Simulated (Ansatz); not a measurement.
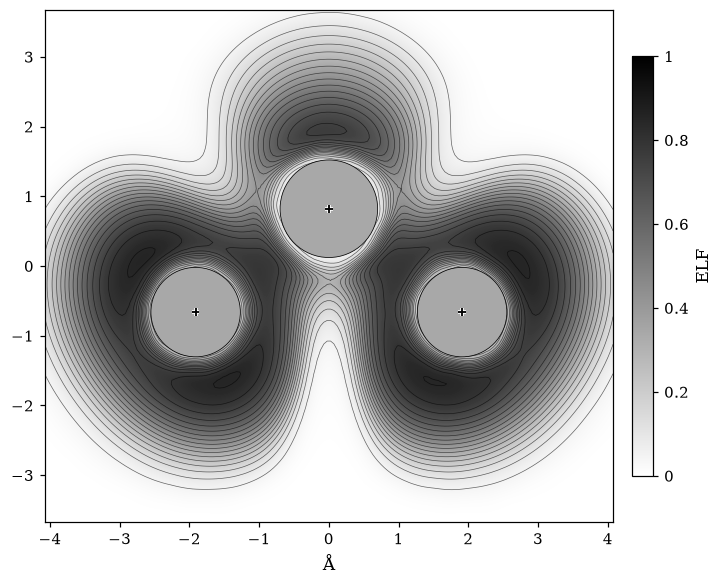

The ELF on a plane through atoms (crosses mark nuclei in the plane; grey discs cover the cores).

Computed with isolated molecule in a Gaussian basis; Kohn-Sham density functional theory, functional PBE0 in Ansatz 0.2.0.

Candidates:
A. BGeH3PZn (charge +1)
B. C3H8ClNSi2
C. Br2NSi (charge −1, triplet)

Question: Which system is this?

Answer: Candidate C: Br2NSi on the plane of atoms Br1, Si4 and Br2, which holds Br and Si. Si–Br (2.42 Å): the ELF peaks at about 0.80 between the atoms, as expected for a shared but strongly polarised pair.
